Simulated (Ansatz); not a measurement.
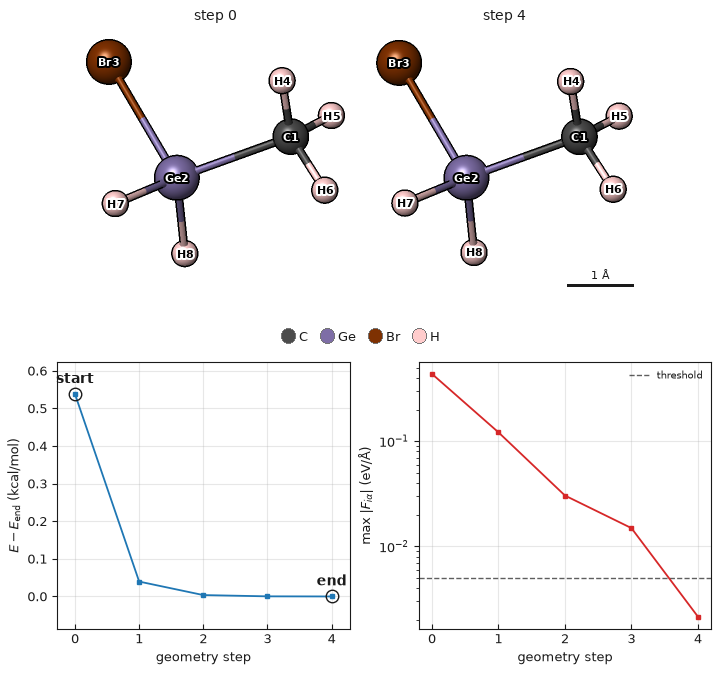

First and last geometry of a relaxation of CH$_{5}$BrGe, with the history of the run. Style: ball-and-stick. Shown at a tilt.

The start comes from PBE-D4/def2-SVP.

Method: RKS PBE0-D4/def2-TZVP in Ansatz 0.2.0.

Input
```yaml
crystal:
  periodic: [false, false, false]
  atoms:
    - {symbol: C, position_ang: [-0.622360, 0.794382, -0.360085]}
    - {symbol: Ge, position_ang: [0.452758, -0.768717, 0.120980]}
    - {symbol: Br, position_ang: [1.684477, -0.231661, 2.037535]}
    - {symbol: H, position_ang: [0.037853, 1.657183, -0.566840]}
    - {symbol: H, position_ang: [-1.305721, 1.055544, 0.469872]}
    - {symbol: H, position_ang: [-1.219744, 0.570534, -1.266373]}
    - {symbol: H, position_ang: [1.483763, -1.135157, -0.977985]}
    - {symbol: H, position_ang: [-0.418826, -1.999109, 0.487096]}
basis:
  gaussian: {orbitals: def2-TZVP}
hamiltonian: {xc: pbe0, dispersion: d4}
relax: {f_tol: 0.005, max_steps: 150}
```

Launched with:
```bash
ansatz run in.yaml --threads 4 --pin off --events-out ev --progress --plain --max-ram 10444MiB
```

Read the history and describe the run.

It converged. The energy falls by 0.54 kcal/mol in 4 geometry steps. Largest force component: 0.44 eV/Å at the start, 0.0022 eV/Å at the end. The atom that moves furthest after the best rigid fit is Br3 (0.029 Å). By element the largest moves are Br 0.029 Å, H 0.022 Å, Ge 0.010 Å, C 0.006 Å. Among the contacts that change: Ge2–Br3 2.341 → 2.320 Å, C1–Ge2 1.957 → 1.941 Å, C1–H4 1.106 → 1.090 Å, Ge2–H7 1.551 → 1.536 Å.
